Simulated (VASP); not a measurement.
Band structure of ScIn$_{2}$ (space group Cmmm). Computed with PBEsol GGA, VASP's PBE PAW potentials (set 64) (plane waves; VASP 6.6.1).

Unless said otherwise, spin-orbit coupling is left out, though it shifts the bands of the heavy elements here.

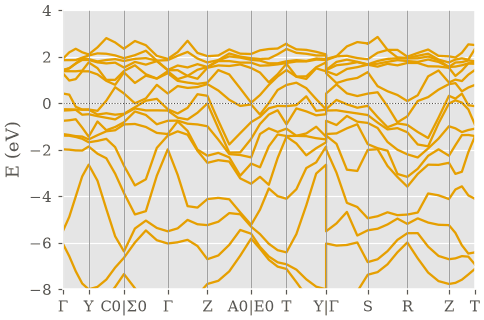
Figure. Bands along high-symmetry lines, zero at the valence-band maximum or, without a gap, the Fermi level

Read the plot: is there a gap, and where are the band edges?

It has no gap at this level: it comes out as a metal or semimetal.

The structure comes from a computed database's ScIn2 entry; how it stands against other phases isn't given here. The cell was not relaxed at this level. The k-mesh is coarse (spacing up to 0.37 per Å, 2π included), so the numbers may not be converged in it.
